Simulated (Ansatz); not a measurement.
# WSe: what the fields show

```
W Se
1.0
     3.74996    0.00000    0.00000
     0.00000    3.74996    0.00000
     0.00000    0.00000    3.74996
W Se
1 1
Direct
  0.00000 0.00000 0.00000
  0.50000 0.50000 0.50000
```

Space group Pm-3m; started from the CsCl (B2) prototype, which need not be the ambient phase; computed pressure about −8 GPa in this cell; Hubbard U of 6.2 eV on W d only; spin-polarised.

Method: DFT PBE+U, scalar-relativistic, plane waves, PAW in Ansatz 0.2.0.

In a PAW calculation such maps are meaningful between the atoms, not at the nuclei.

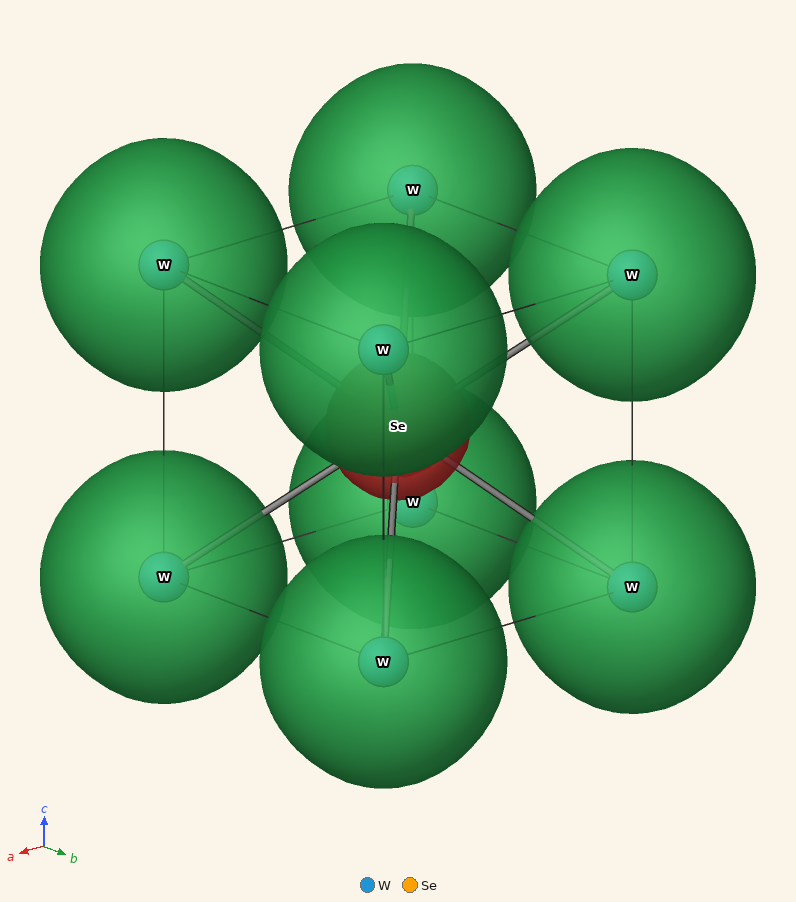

Figure 1. Isosurfaces of the magnetisation density (up minus down) at +0.1 (green) and −0.1 e/Å³ (red), seen at an oblique angle. Sticks mark near contacts.

### Where is the spin, and how is it ordered?

The spin density sits on W: +3.8 μB in one cell of 2 atoms, with smaller moments on Se (up to −0.61 μB): parallel moments on the main sites in this solution. The cell of the calculation (2 atoms) carries 4.0 μB of net spin moment.

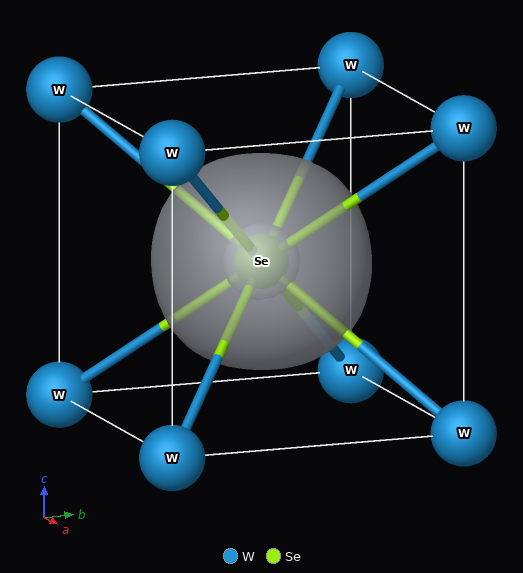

Figure 2. Isosurface of the electron localisation function at 0.55 (grey), seen slightly off an axis. Core shells and regions of very low density are left out. Sticks mark near contacts.

### Identify the bonds, lone pairs and shells in this picture.

The ELF exceeds this value in one region wrapped around Se (its valence shell), counted in one cell of 2 atoms. Regions shared between cells count once. Along the contacts the grid gives the following. W–Se (3.25 Å): the ELF is about 0.30 at the midpoint.

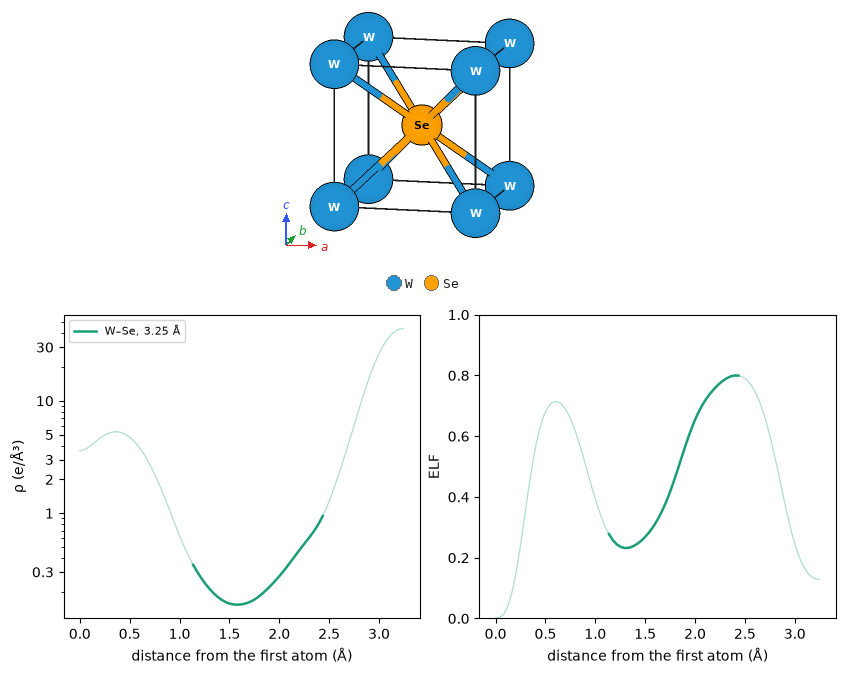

Figure 3. Valence electron density and ELF along straight lines between neighbouring atoms. Thin, pale parts lie inside the atomic spheres. The structure is drawn too.

### What can be read from the curves?

W–Se (3.25 Å): ρ at the midpoint is about 0.15 e/Å³; the ELF is about 0.30 at the midpoint.

### Does the calculation make it a metal, or give it a gap?

It is metallic or semimetallic at this level of theory: no gap opens; semilocal functionals without U, or without the true magnetic order, often close the gap of such compounds.
